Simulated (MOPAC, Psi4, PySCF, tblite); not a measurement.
Interaction energy of C2H3N ··· CS2 (SMILES CC#N and S=C=S). Monomers: optimised at B3LYP-D3(BJ) (def2-TZVP), held rigid. Orientation: a random orientation, not optimised. Only R, the distance of the centres of mass, is varied, so the lowest point isn't the relaxed dimer.

Geometry at R = 5.24 Å (first 6 atoms: monomer A):
```
9

C     -0.4886     0.0012     0.0017
C      0.9658    -0.0024    -0.0034
N      2.1151    -0.0053    -0.0074
H     -0.8685    -0.6494    -0.7862
H     -0.8616    -0.3555     0.9619
H     -0.8622     1.0115    -0.1667
S     -2.6325    -1.6205     3.2257
C     -1.7208    -1.2292     4.4201
S     -0.8093    -0.8380     5.6147
```

Computed with: HF/aug-cc-pVDZ, counterpoise-corrected (Psi4); B3LYP-D3(BJ)/def2-TZVP, counterpoise-corrected (Psi4); GFN2-xTB (tblite); RKS-B3LYP/6-311+G** = restricted B3LYP/6-311+G**, spherical d, no counterpoise correction (PySCF); PM7, restricted, heats of formation (MOPAC).

Interaction energies in kJ/mol (negative: bound); R is the distance of the centres of mass, d the H5···S7 distance.

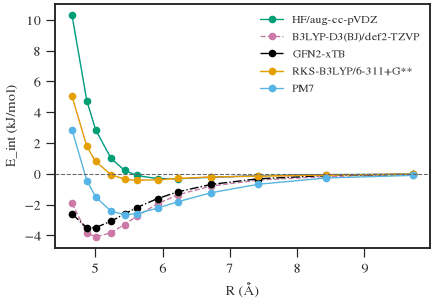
Figure. Interaction energy against separation.

```
R / Å  d / Å  HF/aug-cc-pVDZ  B3LYP-D3(BJ)/def2-TZVP  GFN2-xTB  RKS-B3LYP/6-311+G**    PM7
-----  -----  --------------  ----------------------  --------  -------------------  -----
4.66    2.58           10.30                   -1.91     -2.60                 5.05   2.87
4.88    2.79            4.75                   -3.82     -3.50                 1.78  -0.44
5.01    2.92            2.87                   -4.09     -3.49                 0.81  -1.49
5.24    3.14            1.00                   -3.83     -3.08                -0.06  -2.42
5.44    3.34            0.23                   -3.29     -2.60                -0.34  -2.65
5.62    3.51           -0.11                   -2.76     -2.20                -0.42  -2.59
5.93    3.82           -0.31                   -1.95     -1.61                -0.39  -2.23
6.24    4.12           -0.31                   -1.35     -1.16                -0.30  -1.80
6.73    4.60           -0.22                   -0.79     -0.68                -0.20  -1.22
7.43    5.30           -0.12                   -0.40     -0.32                -0.15  -0.67
8.44    6.30           -0.05                   -0.18     -0.11                -0.08  -0.27
9.72    7.57           -0.02                   -0.07     -0.03                -0.02  -0.10
```

Lowest grid point: HF/aug-cc-pVDZ -0.31 kJ/mol at R = 6.24 Å; B3LYP-D3(BJ)/def2-TZVP -4.09 kJ/mol at R = 5.01 Å; GFN2-xTB -3.50 kJ/mol at R = 4.88 Å; RKS-B3LYP/6-311+G** -0.42 kJ/mol at R = 5.62 Å; PM7 -2.65 kJ/mol at R = 5.44 Å.
